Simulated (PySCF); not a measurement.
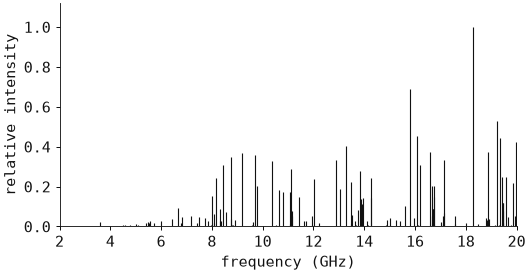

CH₇PSSi, SMILES CS[SiH2]P. Simulated rotational absorption lines between 2 and 20 GHz at 3 K: rigid rotor with the equilibrium constants and dipole of one optimised conformer (PBE0-D3(BJ)/def2-SVP, PySCF 2.14.0), commonest isotopes; no centrifugal distortion, hyperfine structure, internal rotation or nuclear-spin weights; lines within 1 MHz of each other are summed.

> What are the rotational constants, and what kind of rotor is it?

Rotational constants A, B, C = 9.332, 1.468, 1.311 GHz; Ray's κ = −0.96, a near-prolate asymmetric top.

> Which dipole components drive the lines?

|μa|, |μb|, |μc| = 0.88, 1.66, 0.73 D; b-type lines carry 53 % of the intensity in this range.

Known limits of this run: coarse grid, loose stop and no frequency check, small forces are noise and the end may be a saddle.
